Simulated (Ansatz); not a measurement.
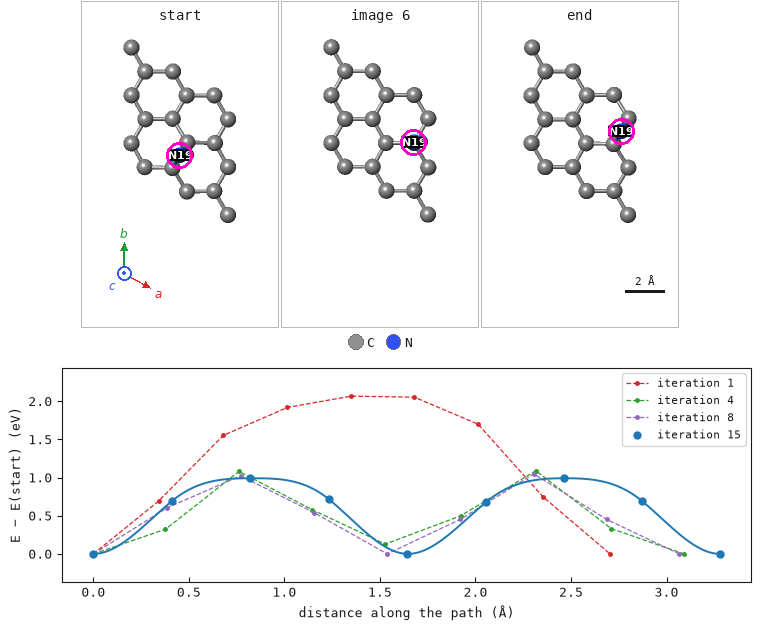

A nudged-elastic-band calculation for N on graphene monolayer (19 atoms in the cell). Images are numbered from 0 (start) to 8 (end). The plot follows the band through its iterations. Style: ball-and-stick. Shown: the simulation cell, with the vacuum cut short (origin moved), along the c axis. The moving atom is ringed, with any periodic copies. Bonds to atoms that aren't drawn are left out.

These are results of Ansatz 0.2.0, DFT PBE, scalar-relativistic, plane waves, PAW, not measurements.

Input
```yaml
crystal:
  lattice:
    - [7.398, 0.0, 0.0]
    - [-3.699, 6.406856, 0.0]
    - [0.0, 0.0, 12.0]
  atoms:
    - { symbol: C, position: [-0.00895615, -0.00704661, 0.08404241] }
    - { symbol: C, position: [0.21397777, 0.09882402, 0.11024927] }
    - { symbol: C, position: [-0.00343644, 0.3301821, 0.08127451] }
    - { symbol: C, position: [0.21620011, 0.44320605, 0.08416257] }
    - { symbol: C, position: [-0.00455753, 0.66182212, 0.07641761] }
    - { symbol: C, position: [0.21848871, 0.77390844, 0.07536216] }
    - { symbol: C, position: [0.3309818, -0.00709414, 0.08399069] }
    - { symbol: C, position: [0.55062204, 0.10601892, 0.08123917] }
    - { symbol: C, position: [0.33312626, 0.33715725, 0.11038995] }
    - { symbol: C, position: [0.5560925, 0.44320269, 0.08418057] }
    - { symbol: C, position: [0.32868779, 0.66219832, 0.07539953] }
    - { symbol: C, position: [0.55171719, 0.77434552, 0.07642424] }
    - { symbol: C, position: [0.66174285, -0.00565541, 0.07734756] }
    - { symbol: C, position: [0.88451114, 0.10603701, 0.08126646] }
    - { symbol: C, position: [0.66263327, 0.33015281, 0.08130752] }
    - { symbol: C, position: [0.88543059, 0.44184413, 0.0773599] }
    - { symbol: C, position: [0.66258806, 0.66217162, 0.07540446] }
    - { symbol: C, position: [0.8844983, 0.77396091, 0.07536056] }
    - { symbol: "N", position: [0.27340624, 0.21775276, 0.21382026], spin: 0.28 }
magnetization:
  spin_polarized: true
basis:
  ecutwfc: 420.0
kpoints:
  mp_grid: { grid: [2, 2, 1] }
hamiltonian:
  xc: pbe
scf:
  occupations: { method: gaussian, width: 0.05 }
  lower_state_search: "off"
neb:
  images: 7
  f_tol: 0.05
  initial_path: idpp
  max_iterations: 50
  final_atoms:
    - { symbol: C, position: [-0.00407861, -0.00449505, 0.07540446] }
    - { symbol: C, position: [0.21783163, 0.10729424, 0.07536056] }
    - { symbol: C, position: [-0.00492382, 0.32767792, 0.07734756] }
    - { symbol: C, position: [0.21784447, 0.43937034, 0.08126646] }
    - { symbol: C, position: [-0.0040334, 0.66348614, 0.08130752] }
    - { symbol: C, position: [0.21876392, 0.77517746, 0.0773599] }
    - { symbol: C, position: [0.3287758, -0.00484455, 0.07641761] }
    - { symbol: C, position: [0.55182204, 0.10724177, 0.07536216] }
    - { symbol: C, position: [0.32437718, 0.32628672, 0.08404241] }
    - { symbol: C, position: [0.5473111, 0.43215735, 0.11024927] }
    - { symbol: C, position: [0.32989689, 0.66351543, 0.08127451] }
    - { symbol: C, position: [0.54953344, 0.77653938, 0.08416257] }
    - { symbol: C, position: [0.66202112, -0.00446835, 0.07539953] }
    - { symbol: C, position: [0.88505052, 0.10767885, 0.07642424] }
    - { symbol: C, position: [0.66431513, 0.32623919, 0.08399069] }
    - { symbol: C, position: [0.88395537, 0.43935225, 0.08123917] }
    - { symbol: C, position: [0.66645959, 0.67049058, 0.11038995] }
    - { symbol: C, position: [0.88942583, 0.77653602, 0.08418057] }
    - { symbol: "N", position: [0.60673957, 0.55108609, 0.21382026] }
  order_check: true
```

Run as
```bash
ansatz run input.yaml --threads 2 --pin off --max-ram 5120MiB --backend cpu --events-out ev --progress --plain --runs-dir out
```

Question: Did the band converge, and can the barrier be trusted?

Answer: The run is converged, with reservations. The band converged in 15 iterations. The climbing image converged on the top of the path. A check of its curvatures didn't confirm a first-order saddle. The first iteration put the highest image at 2.07 eV. The two ends have the same energy, and the highest point, image 6, lies 0.99 eV above the start. The profile has 2 maxima (images 2, 6) with a dip at image 4 (0.00 eV), so the process runs in steps.

Limits of the set-up: the periodic images lie only 7.4 Å apart, so the values are limited by the cell's size.

The run took 24 min on 2 threads of AMD EPYC 7B13 (Zen 3), with other jobs on the host, peak memory 2.2 GiB.
